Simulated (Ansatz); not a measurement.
# AsH (triplet): one geometry, many settings at distance As1–H2 = 2.501 Å

What do other methods and options give for AsH (triplet) at this geometry, and how long do they take?

Program: Ansatz 0.2.0, Gaussian basis. Level of theory: the settings change from run to run. These are calculated values, not measurements.

14 further runs of the same task are left out: 1 for a known fault of the program, 9 that didn't finish, 4 set aside as unsound or not needed.

## Step 1: The system

The geometry derives from a PBE0/def2-TZVP stationary point (not a proven minimum). One bond is set to the value named and the two fragments are kept rigid. No spin-orbit coupling is included. The filled d shell of As may be among the frozen orbitals whatever the setting's name suggests; the logs give the count.

2 atoms, charge 0, spin multiplicity 3.

Atoms are counted from 1 here; the program's logs count them from 0.

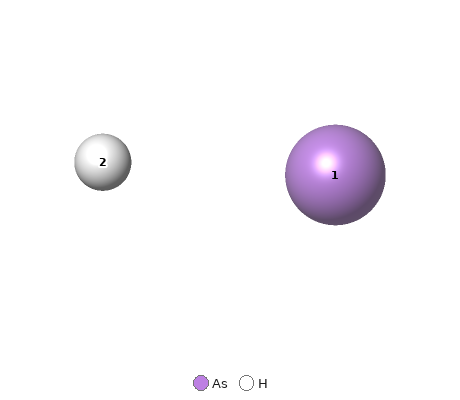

The structure; arsenic purple, hydrogen white; atoms are numbered from 1 in the order of the file.

## Step 2: CASCI(6,6)/aug-cc-pVDZ

File in.yaml:

```yaml
crystal:
  periodic: [false, false, false]
  atoms:
    - {symbol: As, position_ang: [0.000000, 0.000000, 0.000000]}
    - {symbol: H, position_ang: [0.000000, 0.000000, 2.501000]}
basis:
  gaussian: {orbitals: aug-cc-pVDZ}
magnetization: {spin_polarized: false, initial_magnetization: 2}
correlation: {active_space: {window: {electrons: 6, orbitals: 6}, fixed_orbitals: true}}
output: {forces: true}
```

On the command line:

```
ansatz run in.yaml --threads 1 --pin off --events-out ev --progress --plain --max-ram 2393MiB
```

Standard output:

```text
Functional definition: HF
  name "HF"
  cite "Fock, Z. Phys. 61, 126 (1930) doi:10.1007/BF01340294"
  parent pbe
  exchange = exact_x
  correlation = 0
509 factors; integrals over basis functions are off by at most 7.9e-4 eV
mean field evaluation 1: about -60806.8097 eV, gradient 5.9e0 eV
mean field evaluation 2: about -60806.8096 eV, gradient 5.9e0 eV
mean field evaluation 4: about -60807.2493 eV, gradient 7.6e-1 eV
mean field evaluation 8: about -60807.2548 eV, gradient 1.2e-4 eV
mean field -60807.25478914 eV, -2234.6253968632 hartree, gradient 7.9e-7 eV, S^2 2.000000; 0 other end points of the search recorded, 0 dependent functions left out
reference -60807.25478914 eV, -2234.6253968632 hartree; 18, 16 occupied and 27, 29 virtual orbitals, 509 factors
state -60808.41767004 eV, -2234.6681319482 hartree
the calculation of the forces begins
Total energy: -60808.41767004 eV, -2234.6681319482 hartree
Atom 0 at     0.000000     0.000000     0.000000 Å, force    -0.000000    -0.000000     1.608290 eV/Å
Atom 1 at     0.000000     0.000000     2.501000 Å, force     0.000000     0.000000    -1.608290 eV/Å
Dipole moment:    -0.000000    -0.000000    -1.311254 e Å
```

It took 0.6 s on 1 thread of Intel Xeon 6975P-C, shared host.

From the report: 104 determinants; active occupations 2.00, 1.75, 1.00, 1.00, 0.25, 0.00.

## Step 3: BCCD(T)/cc-pVTZ-DK

File in.yaml:

```yaml
crystal:
  periodic: [false, false, false]
  atoms:
    - {symbol: As, position_ang: [0.000000, 0.000000, 0.000000]}
    - {symbol: H, position_ang: [0.000000, 0.000000, 2.501000]}
basis:
  gaussian: {orbitals: cc-pVTZ-DK}
magnetization: {spin_polarized: false, initial_magnetization: 2}
hamiltonian: {xc: {name: PBE}, pseudopotentials: {relativity: scalar}}
correlation: {method: bccd_t, electrons: outside_noble_gas}
```

The command is unchanged.

Standard output, shortened:

```text
Functional definition: PBE
  name "PBE"
  cite "Perdew, Burke & Ernzerhof, Phys. Rev. Lett. 77, 3865 (1996) doi:10.1103/PhysRevLett.77.3865"
  parent pbe
[...]
354 factors; integrals over basis functions are off by at most 2.0e-3 eV
[...]
mean field -61523.29219320 eV, -2260.9392861150 hartree, gradient 6.1e-7 eV, S^2 2.000000; 0 other end points of the search recorded, 0 dependent functions left out
[...]
unrestricted determinant -61485.09507969 eV, -2259.5355680845 hartree, S^2 2.7943
14 core orbitals not correlated: weight in the atoms' cores, before any rotation towards them, 1.000 or more for the frozen orbitals, at most 0.000 for the correlated occupied ones
reference -61483.21654180 eV, -2259.4665330903 hartree; 4, 2 occupied and 39, 41 virtual orbitals, 354 factors
second order -3.18068810 eV of doubles, -0.28924453 eV of singles
cycle   1  -3.84280663 eV  change   -4.7e-1 eV  update   9.7e-2
[...]
cycle  17  -4.29217285 eV  change   -4.7e-6 eV  update   2.6e-6
perturbative correction -0.15545364 eV, -0.0057128158 hartree
WARN: these amplitudes may be one of several solutions (largest doubles amplitude 0.23, level shift 0.51 eV)
Total energy: -61487.66416830 eV, -2259.6299803492 hartree
Relativity: scalar
```

Wall time 1.3 s (1 thread of Intel Xeon 6975P-C, shared host).

From the report: correlation -4.4476 eV; largest double amplitude 0.23. The report flags that the cluster equations may have other roots.

## Step 4: CCSD on ROHF/pcseg-2

File in.yaml:

```yaml
crystal:
  periodic: [false, false, false]
  atoms:
    - {symbol: As, position_ang: [0.000000, 0.000000, 0.000000]}
    - {symbol: H, position_ang: [0.000000, 0.000000, 2.501000]}
basis:
  gaussian: {orbitals: pcseg-2}
magnetization: {spin_polarized: false, initial_magnetization: 2}
correlation: {method: ccsd, electrons: outside_noble_gas}
scf: {omitted_lower_state_checks: [cluster_reference]}
```

Same command.

Standard output, shortened:

```text
Functional definition: HF
  name "HF"
  cite "Fock, Z. Phys. 61, 126 (1930) doi:10.1007/BF01340294"
  parent pbe
[...]
365 factors; integrals over basis functions are off by at most 2.4e-3 eV
[...]
mean field -60808.40790727 eV, -2234.6677731729 hartree, gradient 2.1e-6 eV, S^2 2.000000; 1 other end points of the search recorded, 0 dependent functions left out
14 core orbitals not correlated: weight in the atoms' cores, before any rotation towards them, 1.000 or more for the frozen orbitals, at most 0.000 for the correlated occupied ones
reference -60808.40790727 eV, -2234.6677731729 hartree; 4, 2 occupied and 39, 41 virtual orbitals, 365 factors
second order -2.89397492 eV of doubles, -0.08433881 eV of singles
cycle   1  -3.49547908 eV  change   -5.2e-1 eV  update   1.0e-1
[...]
cycle  15  -3.96348976 eV  change   -2.9e-6 eV  update   2.4e-6
WARN: the results are in doubt because among natural orbitals full CI differs from the method by -0.141 eV
Total energy: -60812.37139703 eV, -2234.8134287349 hartree
In doubt: among natural orbitals full CI differs from the method by -0.141 eV
Checks for a lower state left out: cluster_reference
```

Wall time 0.78 s (1 thread of Intel Xeon 6975P-C, shared host).

From the report: correlation -3.9635 eV; T1 0.079; largest double amplitude 0.27. Mind the lines of doubt at the end of the log.

## Step 5: NEVPT4(SD)(2,4)/6-31G

File in.yaml:

```yaml
crystal:
  periodic: [false, false, false]
  atoms:
    - {symbol: As, position_ang: [0.000000, 0.000000, 0.000000]}
    - {symbol: H, position_ang: [0.000000, 0.000000, 2.501000]}
basis:
  gaussian: {orbitals: 6-31G}
magnetization: {spin_polarized: false, initial_magnetization: 2}
correlation: {method: fic_nevpt4_sd, electrons: outside_noble_gas, active_space: {window: {electrons: 2, orbitals: 4}}}
scf: {lower_state_search: light}
```

Launched as before.

Standard output:

```text
Functional definition: HF
  name "HF"
  cite "Fock, Z. Phys. 61, 126 (1930) doi:10.1007/BF01340294"
  parent pbe
  exchange = exact_x
  correlation = 0
286 factors; integrals over basis functions are off by at most 6.1e-4 eV
mean field evaluation 1: about -60798.4388 eV, gradient 4.8e0 eV
mean field evaluation 2: about -60798.4386 eV, gradient 4.8e0 eV
mean field evaluation 4: about -60798.7231 eV, gradient 7.1e-1 eV
mean field evaluation 8: about -60798.7274 eV, gradient 7.5e-4 eV
mean field -60798.72741741 eV, -2234.3120217323 hartree, gradient 3.3e-6 eV, S^2 2.000000; 0 other end points of the search recorded, 0 dependent functions left out
reference -60798.72741741 eV, -2234.3120217323 hartree; 18, 16 occupied and 13, 15 virtual orbitals, 286 factors
state -60798.75039670 eV, -2234.3128662056 hartree
state -60798.75039670 eV, -2234.3128662056 hartree; corrected -60800.80137484 eV, -2234.3882382620 hartree
Total energy: -60800.80137484 eV, -2234.3882382620 hartree
```

It took 0.39 s on 1 thread of Intel Xeon 6975P-C, shared host.

From the report: 8 determinants; active occupations 1.00, 1.00, 0.00, 0.00.

## Step 6: CCSD on ROHF/def2-TZVP

File in.yaml:

```yaml
crystal:
  periodic: [false, false, false]
  atoms:
    - {symbol: As, position_ang: [0.000000, 0.000000, 0.000000]}
    - {symbol: H, position_ang: [0.000000, 0.000000, 2.501000]}
basis:
  gaussian: {orbitals: def2-TZVP}
magnetization: {spin_polarized: false, initial_magnetization: 2}
correlation: {method: ccsd, electrons: outside_noble_gas}
```

Same command.

Standard output, shortened:

```text
Functional definition: HF
  name "HF"
  cite "Fock, Z. Phys. 61, 126 (1930) doi:10.1007/BF01340294"
  parent pbe
[...]
368 factors; integrals over basis functions are off by at most 1.3e-3 eV
[...]
mean field -60807.97430228 eV, -2234.6518384835 hartree, gradient 6.5e-6 eV, S^2 2.000000; 2 other end points of the search recorded, 0 dependent functions left out
[...]
determinant -60807.97430228 eV, -2234.6518384835 hartree, with singles and doubles -60811.97193053 eV, -2234.7987486119 hartree
determinant -60806.78407606 eV, -2234.6080984767 hartree, with singles and doubles -60809.80920215 eV, -2234.7192698100 hartree
determinant -60806.16748285 eV, -2234.5854390942 hartree, with singles and doubles -60809.16347312 eV, -2234.6955397058 hartree
determinant -60807.70942246 eV, -2234.6421043294 hartree, with singles and doubles -60811.96554924 eV, -2234.7985141039 hartree
determinant -60807.70942246 eV, -2234.6421043294 hartree, with singles and doubles -60811.91833496 eV, -2234.7967790112 hartree
determinant -60807.97430228 eV, -2234.6518384835 hartree, with singles and doubles -60811.92448948 eV, -2234.7970051856 hartree
unrestricted determinant -60809.28731679 eV, -2234.7000908769 hartree, S^2 2.7907
14 core orbitals not correlated: weight in the atoms' cores, before any rotation towards them, 1.000 or more for the frozen orbitals, at most 0.000 for the correlated occupied ones
reference -60807.97430228 eV, -2234.6518384835 hartree; 4, 2 occupied and 36, 38 virtual orbitals, 368 factors
second order -2.84859223 eV of doubles, -0.08484973 eV of singles
cycle   1  -3.95018724 eV  change   -3.6e-8 eV  update   1.1e-6
WARN: the results are in doubt because among natural orbitals full CI differs from the method by -0.146 eV
Total energy: -60811.92448952 eV, -2234.7970051869 hartree
In doubt: among natural orbitals full CI differs from the method by -0.146 eV
```

Run time: 2 s. Hardware: 1 thread of Intel Xeon 6975P-C, shared host.

From the report: correlation -3.9502 eV; T1 0.082; largest double amplitude 0.29. The program marks this result as in doubt; its last lines say why.

## Step 7: CASCI(2,7)/aug-cc-pVDZ

File in.yaml:

```yaml
crystal:
  periodic: [false, false, false]
  atoms:
    - {symbol: As, position_ang: [0.000000, 0.000000, 0.000000]}
    - {symbol: H, position_ang: [0.000000, 0.000000, 2.501000]}
basis:
  gaussian: {orbitals: aug-cc-pVDZ}
magnetization: {spin_polarized: false, initial_magnetization: 2}
correlation: {active_space: {window: {electrons: 2, orbitals: 7}, fixed_orbitals: true, states: [{multiplicity: 3, weights: [0.5, 1]}]}}
```

Same command.

Standard output:

```text
Functional definition: HF
  name "HF"
  cite "Fock, Z. Phys. 61, 126 (1930) doi:10.1007/BF01340294"
  parent pbe
  exchange = exact_x
  correlation = 0
773 factors; integrals over basis functions are off by at most 2.1e-7 eV
mean field evaluation 1: about -60806.8096 eV, gradient 5.9e0 eV
mean field evaluation 2: about -60806.8096 eV, gradient 5.9e0 eV
mean field evaluation 4: about -60807.2488 eV, gradient 7.6e-1 eV
mean field evaluation 8: about -60807.2548 eV, gradient 1.2e-4 eV
mean field -60807.25479118 eV, -2234.6253969381 hartree, gradient 7.8e-7 eV, S^2 2.000000; 0 other end points of the search recorded, 0 dependent functions left out
reference -60807.25479118 eV, -2234.6253969381 hartree; 18, 16 occupied and 27, 29 virtual orbitals, 773 factors
state -60807.25595166 eV, -2234.6254395850 hartree
state -60804.37826913 eV, -2234.5196867028 hartree
Total energy: -60805.33749664 eV, -2234.5549376635 hartree
```

Run time: 0.51 s. Hardware: 1 thread of Intel Xeon 6975P-C, shared host.

From the report: 8 determinants; active occupations (of the averaged states) 1.00, 0.67, 0.33, 0.00, 0.00, 0.00, 0.00.

## Step 8: NEVPT2(4,4)/def2-SVPD

File in.yaml:

```yaml
crystal:
  periodic: [false, false, false]
  atoms:
    - {symbol: As, position_ang: [0.000000, 0.000000, 0.000000]}
    - {symbol: H, position_ang: [0.000000, 0.000000, 2.501000]}
basis:
  gaussian: {orbitals: def2-SVPD}
magnetization: {spin_polarized: false, initial_magnetization: 2}
correlation: {method: sc_nevpt2, electrons: outside_noble_gas, active_space: {window: {electrons: 4, orbitals: 4}, states: [{multiplicity: 3, weights: [0.5, 0.5, 1]}, {multiplicity: 5, weights: [1]}]}}
output: {forces: true}
```

Launched as before.

Standard output, shortened:

```text
Functional definition: HF
  name "HF"
  cite "Fock, Z. Phys. 61, 126 (1930) doi:10.1007/BF01340294"
  parent pbe
[...]
695 factors; integrals over basis functions are off by at most 2.2e-7 eV
[...]
mean field -60800.39180528 eV, -2234.3731868583 hartree, gradient 7.0e-7 eV, S^2 2.000000; 1 other end points of the search recorded, 0 dependent functions left out
reference -60800.39180528 eV, -2234.3731868583 hartree; 18, 16 occupied and 28, 30 virtual orbitals, 695 factors
state -60801.97396596 eV, -2234.4313301907 hartree
state -60799.59623950 eV, -2234.3439503550 hartree
state -60799.59623950 eV, -2234.3439503550 hartree
state -60801.97396596 eV, -2234.4313301907 hartree; corrected -60803.77420334 eV, -2234.4974876943 hartree
state -60799.59623950 eV, -2234.3439503550 hartree; corrected -60801.56933562 eV, -2234.4164603003 hartree
state -60799.59623950 eV, -2234.3439503550 hartree; corrected -60801.56933562 eV, -2234.4164603003 hartree
state -60801.01034565 eV, -2234.3959177977 hartree
state -60801.01034565 eV, -2234.3959177977 hartree; corrected -60802.69739544 eV, -2234.4579157340 hartree
an earlier search ended where averaged states of different weights were degenerate, so these states were given the mean of their weights and the orbitals were optimised with it
[...]
Total energy: -60802.31283352 eV, -2234.4437833439 hartree
Atom 0 at     0.000000     0.000000     0.000000 Å, force    -0.000000     0.000000    -0.178811 eV/Å
Atom 1 at     0.000000     0.000000     2.501000 Å, force    -0.000000     0.000000     0.178811 eV/Å
Dipole moment:    -0.000000    -0.000000    -0.024708 e Å
```

It took 1.8 s on 1 thread of Intel Xeon 6975P-C, shared host.

From the report: 10 determinants; active occupations (of the averaged states) 1.16, 1.06, 1.06, 0.71.

## Step 9: NEVPT2(4,7)/aug-cc-pVDZ

File in.yaml:

```yaml
crystal:
  periodic: [false, false, false]
  atoms:
    - {symbol: As, position_ang: [0.000000, 0.000000, 0.000000]}
    - {symbol: H, position_ang: [0.000000, 0.000000, 2.501000]}
basis:
  gaussian: {orbitals: aug-cc-pVDZ}
magnetization: {spin_polarized: false, initial_magnetization: 2}
correlation: {method: sc_nevpt2, electrons: valence, active_space: {window: {electrons: 4, orbitals: 7}}}
output: {forces: true}
```

Launched as before.

Standard output, shortened:

```text
Functional definition: HF
  name "HF"
  cite "Fock, Z. Phys. 61, 126 (1930) doi:10.1007/BF01340294"
  parent pbe
[...]
509 factors; integrals over basis functions are off by at most 7.9e-4 eV
[...]
mean field -60807.25478914 eV, -2234.6253968632 hartree, gradient 7.9e-7 eV, S^2 2.000000; 0 other end points of the search recorded, 0 dependent functions left out
reference -60807.25478914 eV, -2234.6253968632 hartree; 18, 16 occupied and 27, 29 virtual orbitals, 509 factors
state -60809.10164216 eV, -2234.6932674599 hartree
state -60809.10164216 eV, -2234.6932674599 hartree; corrected -60811.20703269 eV, -2234.7706391346 hartree
[...]
Total energy: -60811.20703269 eV, -2234.7706391346 hartree
Atom 0 at     0.000000     0.000000     0.000000 Å, force    -0.000000     0.000000     1.549657 eV/Å
Atom 1 at     0.000000     0.000000     2.501000 Å, force     0.000000    -0.000000    -1.549657 eV/Å
Dipole moment:     0.000000    -0.000000    -0.130649 e Å
```

It took 1.6 s on 1 thread of Intel Xeon 6975P-C, shared host.

From the report: 112 determinants; active occupations 1.65, 1.00, 1.00, 0.34, 0.01, 0.00, 0.00.

## Step 10: CCSD on UHF/aug-cc-pVDZ

File in.yaml:

```yaml
crystal:
  periodic: [false, false, false]
  atoms:
    - {symbol: As, position_ang: [0.000000, 0.000000, 0.000000]}
    - {symbol: H, position_ang: [0.000000, 0.000000, 2.501000]}
basis:
  gaussian: {orbitals: aug-cc-pVDZ}
magnetization: {spin_polarized: true, initial_magnetization: 2}
correlation: {method: ccsd, electrons: outside_noble_gas}
scf: {lower_state_search: light}
output: {forces: true}
```

Launched as before.

Standard output, shortened:

```text
Functional definition: HF
  name "HF"
  cite "Fock, Z. Phys. 61, 126 (1930) doi:10.1007/BF01340294"
  parent pbe
[...]
509 factors; integrals over basis functions are off by at most 7.9e-4 eV
[...]
mean field -60808.56773640 eV, -2234.6736467851 hartree, gradient 9.5e-7 eV, S^2 2.791513; 12 other end points of the search recorded, 0 dependent functions left out
determinant -60808.56773640 eV, -2234.6736467851 hartree, with singles and doubles -60810.88704197 eV, -2234.7588796926 hartree
determinant -60807.86419454 eV, -2234.6477920986 hartree, with singles and doubles -60810.48820942 eV, -2234.7442228670 hartree
determinant -60806.97023680 eV, -2234.6149397575 hartree, with singles and doubles -60809.13387631 eV, -2234.6944520431 hartree
determinant -60806.16260244 eV, -2234.5852597423 hartree, with singles and doubles -60808.58651771 eV, -2234.6743369856 hartree
[...]
determinant -60807.34978460 eV, -2234.6288878818 hartree, with singles and doubles -60810.86842022 eV, -2234.7581953559 hartree
14 core orbitals not correlated: weight in the atoms' cores, before any rotation towards them, 1.000 or more for the frozen orbitals, at most 0.000 for the correlated occupied ones
reference -60808.56773640 eV, -2234.6736467851 hartree; 4, 2 occupied and 27, 29 virtual orbitals, 509 factors
second order -1.69963586 eV of doubles, -0.00000000 eV of singles
cycle   1  -2.35034213 eV  change   -4.5e-7 eV  update   3.1e-6
cycle   2  -2.35034310 eV  change   -9.7e-7 eV  update   1.9e-6
WARN: the results are in doubt because among natural orbitals full CI differs from the method by -0.086 eV
[...]
Total energy: -60810.91807950 eV, -2234.7600203009 hartree
Atom 0 at     0.000000     0.000000     0.000000 Å, force    -0.000000    -0.000000     1.526525 eV/Å
Atom 1 at     0.000000     0.000000     2.501000 Å, force     0.000000    -0.000000    -1.526525 eV/Å
Dipole moment:    -0.000000    -0.000000    -0.161134 e Å
In doubt: among natural orbitals full CI differs from the method by -0.086 eV
```

Wall time 5.5 s (1 thread of Intel Xeon 6975P-C, shared host).

From the report: ⟨S²⟩ of the determinant 2.792 (pure triplet: 2.00); correlation -2.3503 eV; T1 0.062; largest double amplitude 0.11. The determinant is far from a pure spin state, so its energy mixes those of several spin states (harmless only where they are near-degenerate, as at dissociation). Mind the lines of doubt at the end of the log.

## Step 11: The runs in one table

Where basis and cores are those of an earlier FCI/aug-cc-pVDZ run (-60811.0751 eV), and the state is the same kind, the miss against it is given. † marks a result that the program doubts.

```tsv
level	correlated	functions	energy (eV)	from FCI (meV)	time
CASCI(6,6)/aug-cc-pVDZ		45	-60808.4177	2657.4	0.6 s
BCCD(T)/cc-pVTZ-DK (on PBE orbitals, relativity set) †	outside noble gas	57	-61487.6642		1.3 s
CCSD on ROHF/pcseg-2 †	outside noble gas	57	-60812.3714		0.78 s
NEVPT4(SD)(2,4)/6-31G	outside noble gas	31	-60800.8014		0.39 s
CCSD on ROHF/def2-TZVP †	outside noble gas	54	-60811.9245		2 s
CASCI(2,7)/aug-cc-pVDZ (mean of several states)		45	-60805.3375		0.51 s
NEVPT2(4,4)/def2-SVPD (mean of several states)	outside noble gas	46	-60802.3128		1.8 s
NEVPT2(4,7)/aug-cc-pVDZ	valence	45	-60811.2070		1.6 s
CCSD on UHF/aug-cc-pVDZ †	outside noble gas	45	-60810.9181	157.0	5.5 s
```

## Step 12: Results

```
quantity                             value
    runs                                 9
quickest     NEVPT4(SD)(2,4)/6-31G, 0.39 s
 slowest  CCSD on UHF/aug-cc-pVDZ †, 5.5 s
```

In words: Total energies in different bases, with other cores or another treatment of relativity can't be set against each other. CCSD on UHF/aug-cc-pVDZ † took 14 times as long as NEVPT4(SD)(2,4)/6-31G; the jobs differ in more than the method. Hartree-Fock, CASSCF and CASCI lack dynamic correlation by design.
